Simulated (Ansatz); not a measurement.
## Electronic structure of CH5ClOSi (SMILES C[SiH](O)Cl) in real space

Input file:

```
crystal:
  periodic: [false, false, false]
  atoms:
    - { symbol: C, position_ang: [-0.6502, 0.8728, -0.3866] }
    - { symbol: Si, position_ang: [-0.0064, -0.6402, 0.2975] }
    - { symbol: O, position_ang: [0.36474, -1.74093, -0.84225] }
    - { symbol: Cl, position_ang: [-1.50236, -1.59948, 1.34684] }
    - { symbol: H, position_ang: [-1.5792, 0.7119, -1.0322] }
    - { symbol: H, position_ang: [-1.0008, 1.6222, 0.3956] }
    - { symbol: H, position_ang: [0.0593, 1.4405, -1.0209] }
    - { symbol: H, position_ang: [1.14039, -0.44494, 1.14497] }
    - { symbol: H, position_ang: [-0.32861, -2.35162, -1.14796] }
basis:
  gaussian: { orbitals: cc-pVDZ }
hamiltonian:
  xc: hf
relax:
  f_tol: 0.015
  max_steps: 40
output:
  orbitals: {}
```

Command:

```sh
ansatz run input.yaml --threads 1 --pin off --max-ram 2048MiB --backend cpu --events-out ev --progress --plain --runs-dir out
```

The fields are those of the relaxed geometry.

These are results of RHF/cc-pVDZ in Ansatz, not measurements.

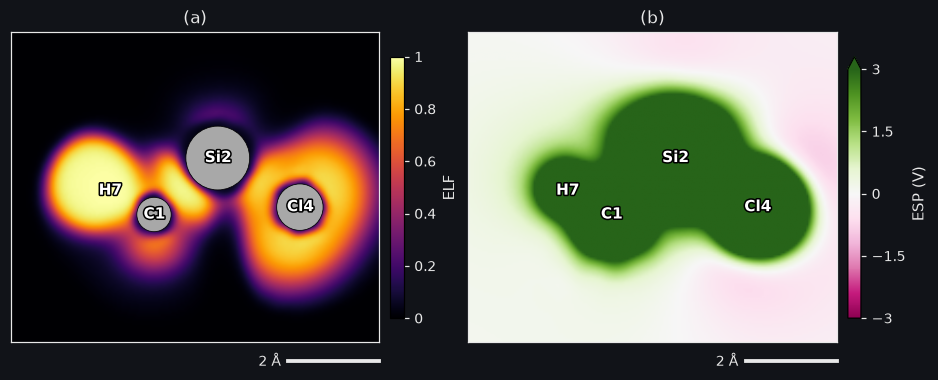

Figure 1. (a) electron localisation function; (b) electrostatic potential on the plane of atoms Si2, C1 and H7. Grey discs cover the atomic cores in the ELF map.

Q: Interpret the plot.

A: Atoms in the plane: C, Si, Cl and H. C–Si (1.87 Å): the ELF peaks at about 1 between the atoms: localised, covalent bonding. Si–Cl (2.10 Å): the ELF peaks at about 0.90 between the atoms, as expected for a shared but strongly polarised pair. C–H (1.09 Å): the ELF climbs to about 1 towards the hydrogen, as it does in any bond to H (an ordinary covalent bond to hydrogen). The ELF also peaks beside Cl4, away from the bonds: lone-pair regions. Outside the dense part of the molecule the potential is most negative (−0.8 V) near Cl4.

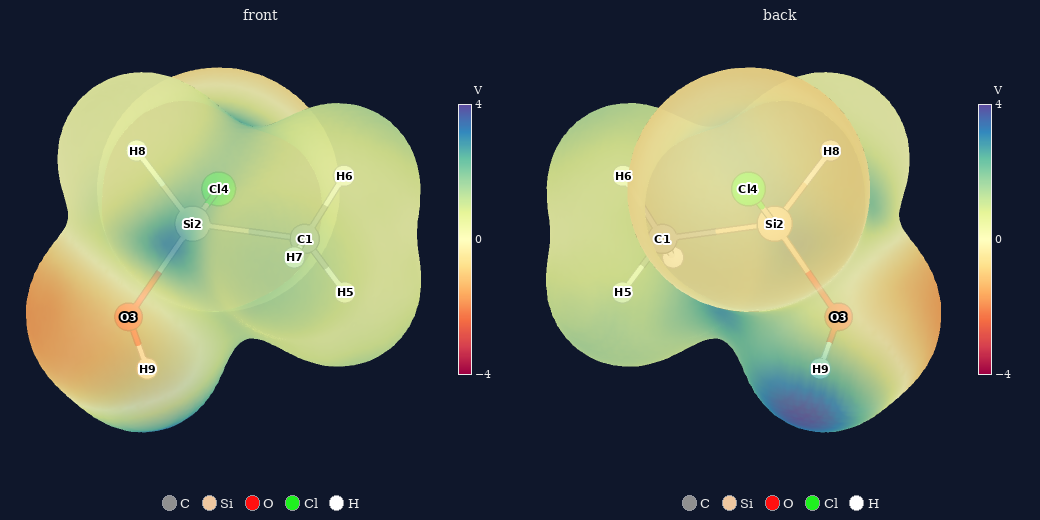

Figure 2. The molecular electrostatic potential painted on the density surface at 0.004 e/bohr³, seen from the front and from behind; red is negative and blue positive.

Q: Describe the electrostatic potential map.

A: The most negative region (about −1.7 V, or −39 kcal/mol for a unit charge) lies over O3, the most positive (about +3.8 V, or +88 kcal/mol for a unit charge) over H9. O3 is the likeliest acceptor of a hydrogen bond.

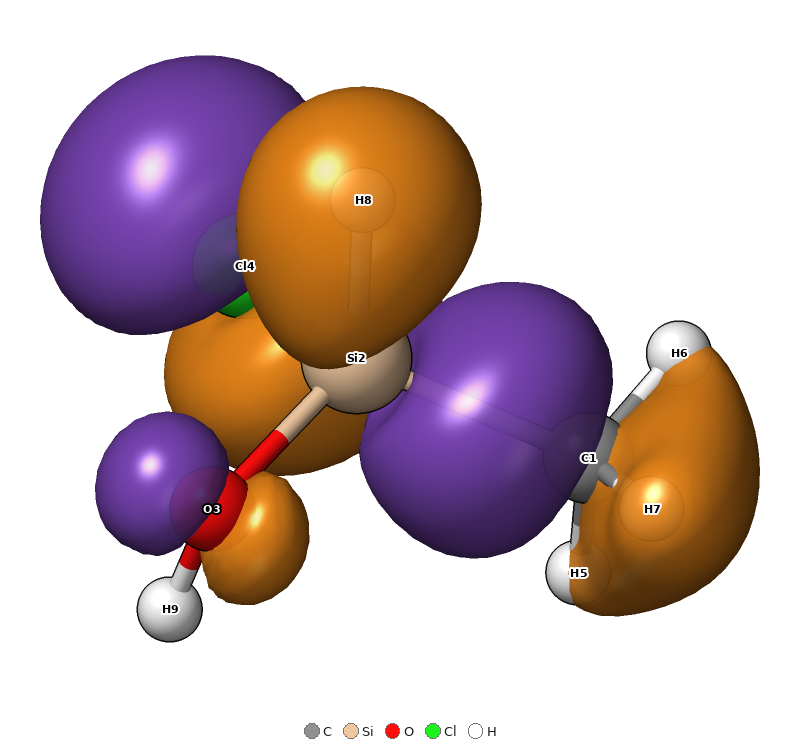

Figure 3. The HOMO at ±0.1 Å⁻³ᐟ² (orange and purple are the two phases), seen at a tilt.

Q: Where does this orbital lie, and at what energy?

A: By Hirshfeld shares it lies mainly on Cl4 (about 50 %), C1 (about 20 %), Si2 (about 15 %) and H8 (about 10 %). Its energy is −11.85 eV.

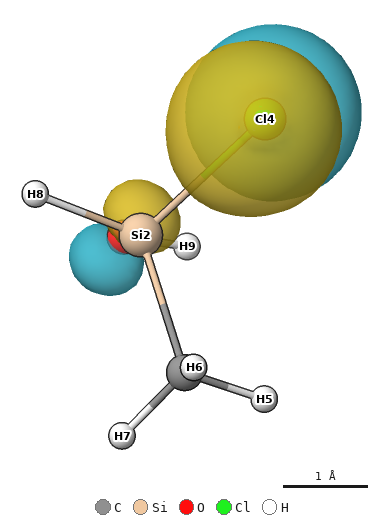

Figure 4. The HOMO−1 at ±0.15 Å⁻³ᐟ² (yellow and cyan are the two phases), seen at an oblique angle.

Q: Where does this orbital lie, and at what energy?

A: By Hirshfeld shares it lies mainly on Cl4 (about 85 %) and O3 (about 5 %); largely a lone pair of Cl4. Its energy is −12.37 eV.
